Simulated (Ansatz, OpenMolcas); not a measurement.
**Si2NH6 (SMILES [SiH2]N[SiH3]): methods side by side**

Si2NH6: 9 atoms, total charge 0, spin state doublet. As SMILES, `[SiH2]N[SiH3]`. Geometry: relaxed at PBE0-D4/def2-TZVP. This is one conformer, not always the lowest.

Each level gives the vertical ionisation energy (to the singlet cation) (eV). The values are calculated.

```csv
level,kind,program,value (eV),less CCSD(T)/cc-pVDZ,CPU time (all runs)
U-revPBE/cc-pVDZ,GGA,Ansatz,7.30,+0.05,16 s
UPBE/cc-pVDZ,GGA,Ansatz,7.31,+0.06,16 s
U-wB97M-V/cc-pVDZ,range-separated hybrid,Ansatz,7.39,+0.14,3 min
UCAM-B3LYP/cc-pVDZ,range-separated hybrid,Ansatz,7.58,+0.33,24 s
UB2PLYP/cc-pVDZ,double hybrid,Ansatz,7.35,+0.10,24 s
UPBE-QIDH/cc-pVDZ,double hybrid,Ansatz,7.59,+0.34,24 s
ROCCSD(T)/cc-pVDZ,coupled cluster or CI,OpenMolcas,7.25,0.00,69 s
UBCCD(T)/cc-pVDZ,coupled cluster or CI,Ansatz,7.26,+0.01,55 s
```

ROCCSD(T)/cc-pVDZ is the highest level here, not the true value. The values span 7.25 to 7.59 eV. Times are those of the runs behind each value, whatever else they computed, on shared processors of several kinds: orders of magnitude only.

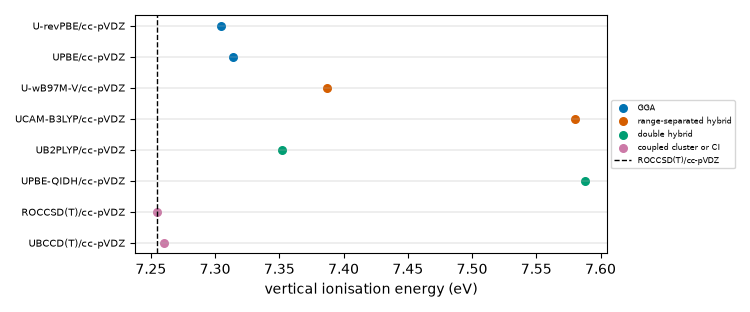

The values of the table, level by level.
